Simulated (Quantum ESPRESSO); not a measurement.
# MnS: spin spirals in supercells

This program has no spiral boundary conditions, so spirals of MnS are built in supercells. What do they cost, in energy and in time?

Main program and level: Quantum ESPRESSO 7.5; LDA with U = 2.4 eV on Mn d (ortho-atomic projectors); plane waves with GBRV 1.5 LDA potentials, no spin-orbit coupling, flat spiral in a supercell.

The database entry behind the starting cell differs from later determinations by our own check (an axis about 0.2 % short against later determinations), so it need not match the best structure at ambient conditions.

**1. The starting structure**

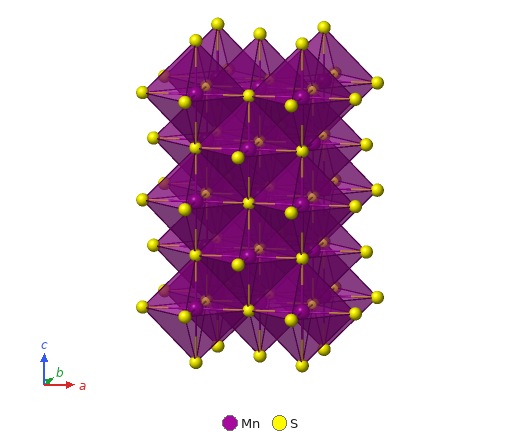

The starting structure, seen slightly off an axis (manganese purple, sulfur yellow). 1×1×2 cells are drawn. This picture shows the conventional cell, with its axes. Some periodic images of atoms are drawn too.

The cell comes from the Crystallography Open Database.

**2. Parallel moments, one cell**

File pw.in:

```
&CONTROL
  calculation = 'scf'
  prefix = 'pwscf'
  outdir = './tmp'
  pseudo_dir = './pseudo'
  disk_io = 'nowf'
/
&SYSTEM
  ibrav = 0
  celldm(1) = 8
  nat = 2
  ntyp = 2
  ecutwfc = 34
  ecutrho = 238
  nbnd = 34
  occupations = 'smearing'
  smearing = 'fd'
  degauss = 0.00734986
  noncolin = .true.
  starting_magnetization(1) = 0.3
  angle1(1) = 90
  angle2(1) = 0
  starting_magnetization(2) = 0
/
&ELECTRONS
  conv_thr = 2d-08
  electron_maxstep = 150
  mixing_beta = 0.3
/
ATOMIC_SPECIES
Mn     54.9380 mn_lda_v1.5.uspp.F.UPF
S      32.0600 s_lda_v1.4.uspp.F.UPF
CELL_PARAMETERS alat
   0.0000000000000    0.6152239614485    0.6152239614485
   0.6152239614485    0.0000000000000    0.6152239614485
   0.6152239614485    0.6152239614485    0.0000000000000
ATOMIC_POSITIONS crystal
Mn      0.0000000000    0.0000000000    0.0000000000
S       0.5000000000    0.5000000000    0.5000000000
K_POINTS automatic
12 4 4 0 0 0
HUBBARD {ortho-atomic}
U Mn-3d 2.4000
```

On the command line:

```bash
$ OMP_NUM_THREADS=1 mpirun -n 4 pw.x -nk 4 -in pw.in > pw.out
```

What it wrote:

```text
Program PWSCF v.7.5 starts

     Message from routine setup:
     using ibrav=0 with symmetry is DISCOURAGED, use correct ibrav instead

     K-points division:     npool     =       4
     Subspace diagonalization in iterative solution of the eigenvalue problem:

     G-vector sticks info
     --------------------
     sticks:   dense  smooth     PW     G-vecs:    dense   smooth      PW
     Sum         805     451    151                14841     6375    1139

     Using Slab Decomposition

     bravais-lattice index     =            0
     lattice parameter (alat)  =       8.0000  a.u.
     unit-cell volume          =     238.4513 (a.u.)^3
     number of atoms/cell      =            2
     number of atomic types    =            2
     number of electrons       =        21.00
     number of Kohn-Sham states=           34
     kinetic-energy cutoff     =      34.0000  Ry
     charge density cutoff     =     238.0000  Ry
     scf convergence threshold =      2.0E-08
     mixing beta               =       0.3000
     number of iterations used =            8  plain     mixing
     Exchange-correlation=  SLA  PZ   NOGX NOGC
                           (   1   1   0   0   0   0   0)
     Noncollinear calculation without spin-orbit

     Hubbard projectors: ortho-atomic
     Hubbard parameters of DFT+U (Dudarev formulation) in eV:
     U(Mn-3d) =  2.4000

     Internal variables: lda_plus_u =T, lda_plus_u_kind = 0

     Internal variables: orbital_resolved =F, hub_pot_fix =F, apply_U = F

     celldm(1)=   8.000000  celldm(2)=   0.000000  celldm(3)=   0.000000
     celldm(4)=   0.000000  celldm(5)=   0.000000  celldm(6)=   0.000000

     crystal axes: (cart. coord. in units of alat)
               a(1) = (   0.000000   0.615224   0.615224 )
               a(2) = (   0.615224   0.000000   0.615224 )
               a(3) = (   0.615224   0.615224   0.000000 )

     reciprocal axes: (cart. coord. in units 2 pi/alat)
               b(1) = ( -0.812712  0.812712  0.812712 )
               b(2) = (  0.812712 -0.812712  0.812712 )
               b(3) = (  0.812712  0.812712 -0.812712 )

     PseudoPot. # 1 for Mn read from file:
     mn_lda_v1.5.uspp.F.UPF
     Pseudo is Ultrasoft + core correction, Zval = 15.0
     Generated by new atomic code, or converted to UPF format
     Using radial grid of  859 points,  6 beta functions with:
                l(1) =   0
                l(2) =   0
                l(3) =   1
                l(4) =   1
                l(5) =   2
                l(6) =   2
     Q(r) pseudized with  8 coefficients,  rinner =    0.950   0.950   0.950
                                                       0.950   0.950

     PseudoPot. # 2 for S  read from file:
     s_lda_v1.4.uspp.F.UPF
     Pseudo is Ultrasoft + core correction, Zval =  6.0
     Generated by new atomic code, or converted to UPF format
     Using radial grid of  907 points,  6 beta functions with:
                l(1) =   0
                l(2) =   0
                l(3) =   1
                l(4) =   1
                l(5) =   2
                l(6) =   2
     Q(r) pseudized with  8 coefficients,  rinner =    1.300   1.300   1.300
                                                       1.300   1.300

     atomic species   valence    mass     pseudopotential
     Mn               15.00    54.93800     Mn( 1.00)
     S                 6.00    32.06000     S ( 1.00)

     16 Sym. Ops., with inversion, found

   Cartesian axes

     site n.     atom                  positions (alat units)
         1        Mn     tau(   1) = (   0.0000000   0.0000000   0.0000000  )
         2        S      tau(   2) = (   0.6152240   0.6152240   0.6152240  )

     number of k points=    53  Fermi-Dirac smearing, width (Ry)=  0.0073
                       cart. coord. in units 2pi/alat
        k(    1) = (   0.0000000   0.0000000   0.0000000), wk =   0.0052083
        k(    2) = (   0.2031780   0.2031780  -0.2031780), wk =   0.0416667
        k(    3) = (  -0.4063561  -0.4063561   0.4063561), wk =   0.0208333
        k(    4) = (   0.4063561   0.0000000   0.0000000), wk =   0.0104167
        k(    5) = (  -0.2031780  -0.6095341   0.6095341), wk =   0.0416667
        [... 48 further k-points ...]

     Dense  grid:    14841 G-vectors     FFT dimensions: (  36,  36,  36)

     Smooth grid:     6375 G-vectors     FFT dimensions: (  25,  25,  25)

     Check: negative core charge=   -0.000023
     Generating pointlists ...
     new r_m :   0.2538 (alat units)  2.0302 (a.u.) for type    1
     new r_m :   0.2538 (alat units)  2.0302 (a.u.) for type    2

     Initial potential from superposition of free atoms

     starting charge      20.4999, renormalised to      21.0000

     STARTING HUBBARD OCCUPATIONS:

     ================= HUBBARD OCCUPATIONS ================
     ------------------------ ATOM    1 ------------------------
     Tr[ns(  1)] (up, down, total) =   2.50000  2.50000  5.00000
     [... lines left out ...]
     Atomic magnetic moment mx, my, mz =     5.000000    0.000000    0.000000

     Number of occupied Hubbard levels =    5.0000

 ==============================================================================
     atom number    1 relative position :    0.0000   0.0000   0.0000
     charge :    13.494502  (integrated on a sphere of radius 0.254)
     magnetization :          3.988408    0.000000    0.000000
     magnetization/charge:    0.295558    0.000000    0.000000
     polar coord.: r, theta, phi [deg] :     3.988408   90.000000    0.000000

 ==============================================================================

 ==============================================================================
     atom number    2 relative position :    0.6152   0.6152   0.6152
     charge :     4.493990  (integrated on a sphere of radius 0.254)
     magnetization :          0.065054    0.000000    0.000000
     magnetization/charge:    0.014476    0.000000    0.000000
     polar coord.: r, theta, phi [deg] :     0.065054   90.000000    0.000000

 ==============================================================================

     Atomic wfc used for Hubbard projectors are orthogonalized

     Starting wfcs are   34 randomized atomic wfcs

     Self-consistent Calculation

     iteration #  1     ecut=    34.00 Ry     beta= 0.30
     Davidson diagonalization with overlap
     ethr =  1.00E-02,  avg # of iterations =  4.3

     ================= HUBBARD OCCUPATIONS ================
     ------------------------ ATOM    1 ------------------------
     Tr[ns(  1)] (up, down, total) =   2.49939  2.49939  4.99879
     [... lines left out ...]
     Atomic magnetic moment mx, my, mz =     4.596544   -0.000000    0.000000

     Number of occupied Hubbard levels =    4.9988

     total energy              =    -235.15787973 Ry
     estimated scf accuracy    <       0.52206861 Ry

     total magnetization       =     4.89     0.00     0.00 Bohr mag/cell
     absolute magnetization    =     4.89 Bohr mag/cell

     iteration #  2     ecut=    34.00 Ry     beta= 0.30
     Davidson diagonalization with overlap
     ethr =  2.49E-03,  avg # of iterations =  2.1

     total energy              =    -235.25867940 Ry
     estimated scf accuracy    <       0.01680854 Ry

     total magnetization       =     4.91    -0.00    -0.00 Bohr mag/cell
     absolute magnetization    =     4.91 Bohr mag/cell

     iteration #  3     ecut=    34.00 Ry     beta= 0.30
     Davidson diagonalization with overlap
     ethr =  8.00E-05,  avg # of iterations =  4.2

     total energy              =    -235.26302290 Ry
     estimated scf accuracy    <       0.00863338 Ry

     total magnetization       =     4.91    -0.00     0.00 Bohr mag/cell
     absolute magnetization    =     4.91 Bohr mag/cell

     [... further iterations left out ...]

     iteration #  7     ecut=    34.00 Ry     beta= 0.30
     Davidson diagonalization with overlap
     ethr =  9.59E-08,  avg # of iterations =  2.2

     total energy              =    -235.26368593 Ry
     estimated scf accuracy    <       0.00000460 Ry

     total magnetization       =     4.93    -0.00     0.00 Bohr mag/cell
     absolute magnetization    =     4.93 Bohr mag/cell

     iteration #  8     ecut=    34.00 Ry     beta= 0.30
     Davidson diagonalization with overlap
     ethr =  2.19E-08,  avg # of iterations =  2.2

     total energy              =    -235.26368745 Ry
     estimated scf accuracy    <       0.00000038 Ry

     total magnetization       =     4.93     0.00    -0.00 Bohr mag/cell
     absolute magnetization    =     4.93 Bohr mag/cell

     iteration #  9     ecut=    34.00 Ry     beta= 0.30
     Davidson diagonalization with overlap
     ethr =  1.81E-09,  avg # of iterations =  3.8

     total energy              =    -235.26368738 Ry
     estimated scf accuracy    <       0.00000029 Ry

     total magnetization       =     4.93     0.00    -0.00 Bohr mag/cell
     absolute magnetization    =     4.93 Bohr mag/cell

     iteration # 10     ecut=    34.00 Ry     beta= 0.30
     Davidson diagonalization with overlap
     ethr =  1.38E-09,  avg # of iterations =  2.0

 ==============================================================================
     atom number    1 relative position :    0.0000   0.0000   0.0000
     charge :    13.180190  (integrated on a sphere of radius 0.254)
     magnetization :          4.387383    0.000000   -0.000000
     magnetization/charge:    0.332877    0.000000   -0.000000
     polar coord.: r, theta, phi [deg] :     4.387383   90.000000    0.000000

 ==============================================================================

 ==============================================================================
     atom number    2 relative position :    0.6152   0.6152   0.6152
     charge :     4.669237  (integrated on a sphere of radius 0.254)
     magnetization :          0.163022   -0.000000   -0.000000
     magnetization/charge:    0.034914   -0.000000   -0.000000
     polar coord.: r, theta, phi [deg] :     0.163022   90.000000   -0.000000

 ==============================================================================

     End of self-consistent calculation

     ================= HUBBARD OCCUPATIONS ================
     ------------------------ ATOM    1 ------------------------
     Tr[ns(  1)] (up, down, total) =   2.65713  2.65713  5.31425
     [... lines left out ...]
     Atomic magnetic moment mx, my, mz =     4.594955   -0.000000    0.000000

     Number of occupied Hubbard levels =    5.3143
     [... lines left out ...]
     the Fermi energy is    10.1095 ev

!    total energy              =    -235.26368746 Ry
     estimated scf accuracy    <       0.00000001 Ry
     smearing contrib. (-TS)   =      -0.00088770 Ry
     internal energy E=F+TS    =    -235.26279976 Ry

     The total energy is F=E-TS. E is the sum of the following terms:
     one-electron contribution =    -132.90966279 Ry
     hartree contribution      =      73.91761085 Ry
     xc contribution           =     -34.81005513 Ry
     ewald contribution        =    -141.49328214 Ry
     Hubbard energy            =       0.03258945 Ry

     total magnetization       =     4.93     0.00     0.00 Bohr mag/cell
     absolute magnetization    =     4.93 Bohr mag/cell

     convergence has been achieved in  10 iterations

=------------------------------------------------------------------------------=
   JOB DONE.
=------------------------------------------------------------------------------=
```

Wall time 12 s (4 MPI ranks of Arm Neoverse V2, shared host); peak memory 0.35 GiB; 46 s of CPU time.

Spin moment in the atom's sphere by atom:

```
atom  x (μB)  y (μB)  z (μB)  size
 Mn1    4.39    0.00    0.00  4.39
  S2    0.16    0.00    0.00  0.16
```

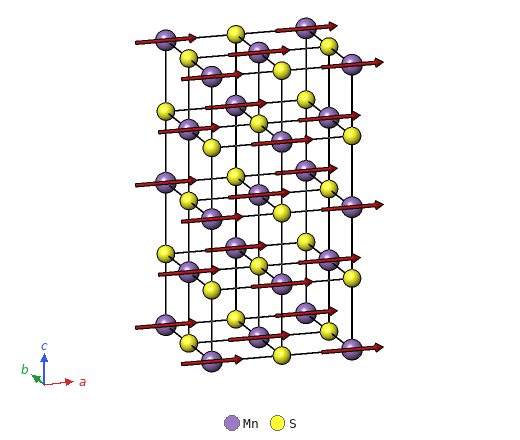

Spin moment in the atom's sphere as arrows, the longest 4.39 μB. 1×1×2 conventional cells are drawn. Some periodic images of atoms are drawn too.

Numbers from this step:

```yaml
smearing_term_ts: 0.01208 eV
magnetization: 4.935, 0, 0 μB
absolute_magnetization: 4.935 μB
final_state: ferromagnetic
```

**3. One turn in 2 cells along the input cell's a**

Neighbouring cells are turned by 180° in the xy plane; the cell holds 4 atoms.

File pw.in:

```
&CONTROL
  calculation = 'scf'
  prefix = 'pwscf'
  outdir = './tmp'
  pseudo_dir = './pseudo'
  disk_io = 'nowf'
/
&SYSTEM
  ibrav = 0
  celldm(1) = 8
  nat = 4
  ntyp = 4
  ecutwfc = 34
  ecutrho = 238
  nbnd = 60
  occupations = 'smearing'
  smearing = 'fd'
  degauss = 0.00734986
  noncolin = .true.
  starting_magnetization(1) = 0.3
  angle1(1) = 90
  angle2(1) = 0
  starting_magnetization(2) = 0.3
  angle1(2) = 90
  angle2(2) = 180
  starting_magnetization(3) = 0
  starting_magnetization(4) = 0
/
&ELECTRONS
  conv_thr = 4d-08
  electron_maxstep = 150
  mixing_beta = 0.3
/
ATOMIC_SPECIES
Mn1    54.9380 mn_lda_v1.5.uspp.F.UPF
Mn2    54.9380 mn_lda_v1.5.uspp.F.UPF
S1     32.0600 s_lda_v1.4.uspp.F.UPF
S2     32.0600 s_lda_v1.4.uspp.F.UPF
CELL_PARAMETERS alat
   0.0000000000000    1.2304479228970    1.2304479228970
   0.6152239614485    0.0000000000000    0.6152239614485
   0.6152239614485    0.6152239614485    0.0000000000000
ATOMIC_POSITIONS crystal
Mn1     0.0000000000    0.0000000000    0.0000000000
Mn2     0.5000000000    0.0000000000    0.0000000000
S1      0.2500000000    0.5000000000    0.5000000000
S2      0.7500000000    0.5000000000    0.5000000000
K_POINTS automatic
6 4 4 0 0 0
HUBBARD {ortho-atomic}
U Mn1-3d 2.4000
U Mn2-3d 2.4000
```

What it wrote:

```text
     [... lines left out ...]
Program PWSCF v.7.5 starts
     [... lines left out ...]
     number of atoms/cell      =            4
     [... lines left out ...]
     number of electrons       =        42.00
     number of Kohn-Sham states=           60
     kinetic-energy cutoff     =      34.0000  Ry
     charge density cutoff     =     238.0000  Ry
     scf convergence threshold =      4.0E-08
     [... lines left out ...]
     Noncollinear calculation without spin-orbit
     [... lines left out ...]
      2 Sym. Ops. (no inversion) found
     [... lines left out ...]
     number of k points=    52  Fermi-Dirac smearing, width (Ry)=  0.0073
     [... lines left out ...]
     iteration # 12     ecut=    34.00 Ry     beta= 0.30
     [... lines left out ...]
     atom number    1 relative position :    0.0000   0.0000   0.0000
     [... lines left out ...]
     magnetization :          4.293716   -0.000016   -0.000016
     [... lines left out ...]
     atom number    2 relative position :    0.0000   0.6152   0.6152
     [... lines left out ...]
     magnetization :         -4.293716    0.000007    0.000007
     [... lines left out ...]
     atom number    3 relative position :    0.6152   0.6152   0.6152
     [... lines left out ...]
     magnetization :         -0.000000   -0.000000   -0.000000
     [... lines left out ...]
     atom number    4 relative position :    0.6152   1.2304   1.2304
     [... lines left out ...]
     magnetization :         -0.000000   -0.000000   -0.000000
     [... lines left out ...]
     Tr[ns(  1)] (up, down, total) =   2.67312  2.67314  5.34626
     [... lines left out ...]
     Tr[ns(  2)] (up, down, total) =   2.67313  2.67312  5.34626
     [... lines left out ...]
     the Fermi energy is    10.0906 ev
!    total energy              =    -470.54245615 Ry
     estimated scf accuracy    <       0.00000002 Ry
     smearing contrib. (-TS)   =      -0.00000608 Ry
     [... lines left out ...]
     total magnetization       =    -0.00    -0.00    -0.00 Bohr mag/cell
     absolute magnetization    =     9.17 Bohr mag/cell
     convergence has been achieved in  12 iterations
```

Run time: 61 s. Hardware: 4 MPI ranks; peak memory 0.65 GiB; 4 min of CPU time.

Spin moment in the atom's sphere by atom:

```
atom  x (μB)  y (μB)  z (μB)  size
 Mn1    4.29    0.00    0.00  4.29
 Mn2   -4.29    0.00    0.00  4.29
  S3    0.00    0.00    0.00  0.00
  S4    0.00    0.00    0.00  0.00
```

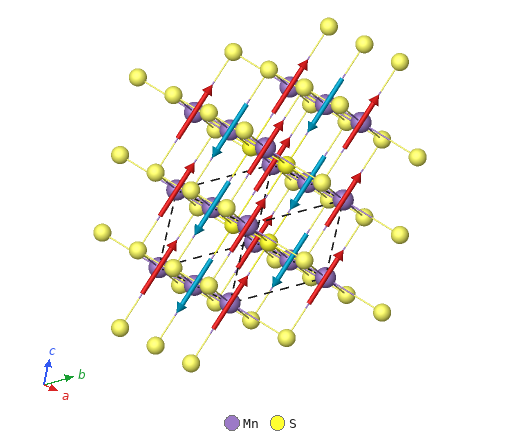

Spin moment in the atom's sphere as arrows, the longest 4.29 μB. The two directions have two colours. 1×1×2 cells are drawn. Some periodic images of atoms are drawn too.

Numbers from this step:

- smearing term TS: 8.28e-5 eV
- magnetization: 0, 0, 0 μB
- absolute magnetization: 9.166 μB
- final state: antiferromagnetic

(Part 1 of 2 ends here.)

[Logs and program files are shortened in this print: banners, set-up blocks, solver, clock and traceback lines can be left out without a mark of their own.]

[Logs are printed without paths, hosts, clocks, repeated set-up lines and the standing remarks that a program may print on its own settings, such as how far it seeks lower states.]

[Hosts, paths, dates, database ids (printed as entryN), source tags and the programs' standing remarks are cut or masked in the printed files.]

[Where a cell is said to come from a database of computed structures, the database is the Materials Project.]
